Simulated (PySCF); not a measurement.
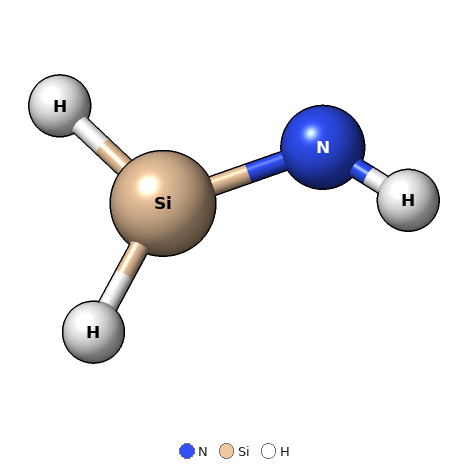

Every bond is drawn as one stick, whatever its order.

The geometry was computed by an optimisation with GFN2-xTB. No frequency run is at hand to confirm it as a minimum.

What does the picture show?

The molecule is H₃NSi. Its SMILES string is `N=[SiH2]`. Among its groups: Si–H bond. The point group is Cs. All atoms lie on one plane. Coordination: 1 N bent; 1 Si trigonal planar.

The parts below concern this one geometry. Atoms keep their numbers from picture to picture.

## Shape

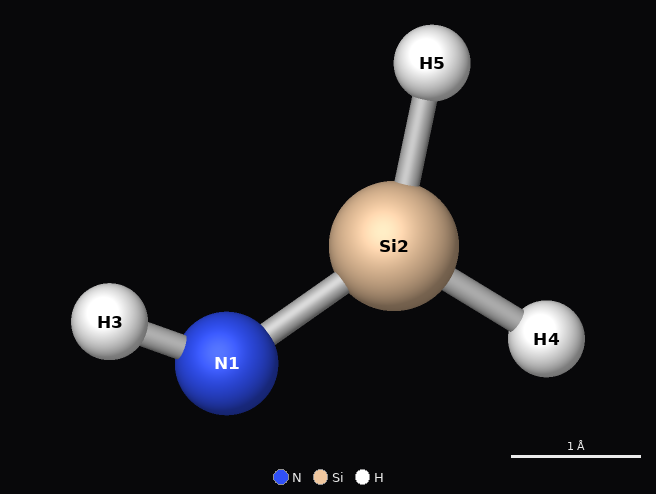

The atoms are numbered. No frequency run is at hand to confirm it as a minimum.

What are the angles Si2–N1–H3, N1–Si2–H4, N1–Si2–H5, H4–Si2–H5?

| angle | degrees |
| --- | --- |
| Si2–N1–H3 | 125.7 |
| N1–Si2–H4 | 114.5 |
| N1–Si2–H5 | 135.3 |
| H4–Si2–H5 | 110.2 |

## NMR shielding

The questions are on isotropic NMR shieldings of the H atoms. No frequency run is at hand to confirm it as a minimum. Properties computed with GIAO PBE0/pcSseg-1 NMR shielding, non-relativistic, gas phase (PySCF 2.14.0).

Give the isotropic NMR shieldings of the H atoms atom by atom.

```json
{"atom": "H3", "σ (ppm)": "19.99"}
{"atom": "H4", "σ (ppm)": "26.20"}
{"atom": "H5", "σ (ppm)": "25.09"}
```

## Electronic properties

No frequency run is at hand to confirm it as a minimum. Level of theory: PBE0/pcSseg-1, gas phase (PySCF 2.14.0).

Predict the main results.

- dipole moment: 2.34 D
- HOMO energy (Kohn–Sham orbital): −7.55 eV
- LUMO energy (Kohn–Sham orbital): −1.56 eV
- HOMO–LUMO gap: 5.99 eV

## Charges

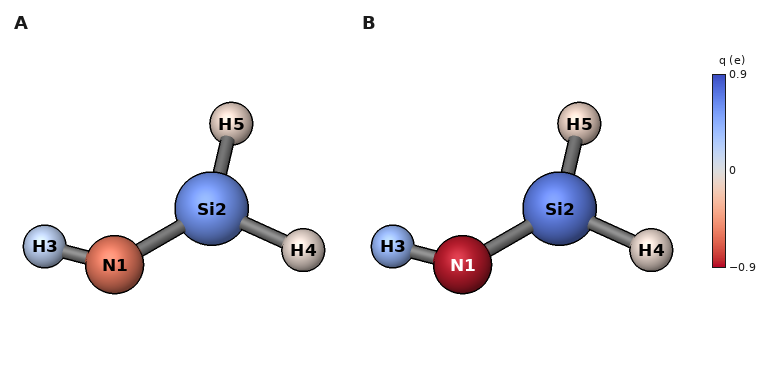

Atomic charges of one calculation by 2 schemes, on one colour scale. No frequency run is at hand to confirm it as a minimum. Computed with PBE0/pcSseg-1 (PySCF 2.14.0).

**The schemes are ESP-fitted, Mulliken. Which panel shows which?**

A Mulliken, B ESP-fitted.

List the charges (e), one line for each set of equivalent atoms.

| atom | Mulliken | ESP-fitted |
| --- | --- | --- |
| N1 | −0.58 | −0.86 |
| Si2 | 0.58 | 0.68 |
| H3 | 0.18 | 0.38 |
| H4 | −0.08 | −0.08 |
| H5 | −0.10 | −0.11 |

Mulliken values depend strongly on the basis set and can even reverse the polarity of a bond. The geometry is semi-empirical. Around Si such bond lengths and angles can be off by a tenth of an ångström or more and by several degrees, and values that hang on the shape move with them.
